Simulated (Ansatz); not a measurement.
**GeH2O2 (SMILES [OH][Ge][OH]): density, localisation and related maps**

| atom | x (Å) | y (Å) | z (Å) |
| --- | --- | --- | --- |
| Ge | -0.3750 | -0.5187 | -1.4122 |
| O | 0.9828 | -0.1530 | -0.2903 |
| O | -1.0830 | 1.1065 | -1.3287 |
| H | 1.5757 | -0.8918 | -0.1310 |
| H | -0.5802 | 1.6901 | -0.7483 |

Geometry: PBE0-D4/def2-TZVP.

Theory: isolated molecule in a Gaussian basis; Kohn-Sham density functional theory, functional PBE0 in Ansatz 0.2.0.

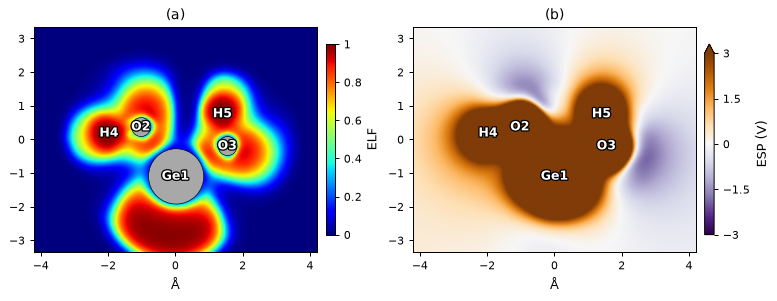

Figure 1. (a) electron localisation function; (b) electrostatic potential on the molecular plane. Grey discs cover the atomic cores in the ELF map.

> Read the bonding off the picture.

The section cuts through Ge, O and H sites.
Ge–O (1.77 Å): the ELF peaks at about 0.85 in the valence shell of O, 0.6 Å from its nucleus, and is about 0.30 at the midpoint.
O–H (0.96 Å): the ELF climbs to about 1 towards the hydrogen, as it does in any bond to H; a covalent bond by its length.
The ELF also peaks beside O3 and O2, away from the bonds: lone-pair regions.
Outside the dense part of the molecule the potential is most negative (−1.9 V) near O3.

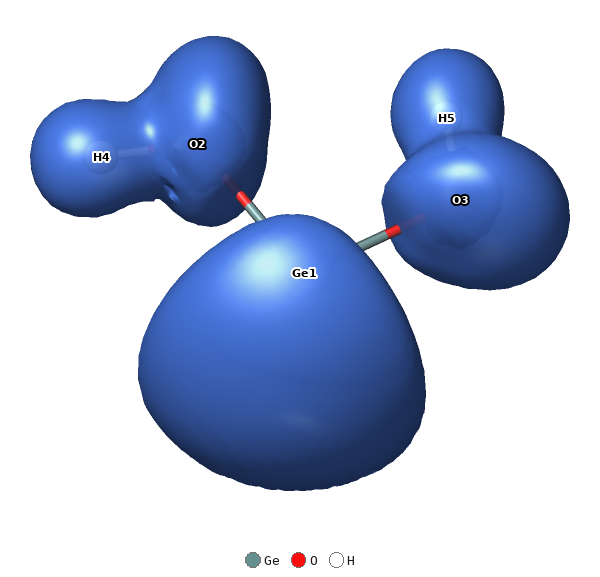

Figure 2. Isosurface of the electron localisation function at 0.75 (blue), seen at an oblique angle. Core shells and regions of very low density are left out.

> What do the ELF domains correspond to?

The surface consists of one lobe on Ge, pointing away from the bonds (lone pairs) and two joined regions spread over several atoms (H, O), in which their bonds and any lone pairs are merged.

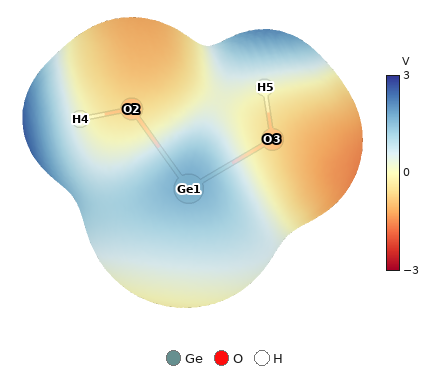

Figure 3. The molecular electrostatic potential painted on the density surface at 0.002 e/bohr³, seen across its widest extent; red is negative and blue positive.

> Describe the electrostatic potential map.

The most negative region (about −1.5 V) lies over O3, the most positive (about +2.5 V) over H4. O3 is the likeliest acceptor of a hydrogen bond.

> How polar is the molecule by this calculation?

Its dipole moment is 1.91 D.
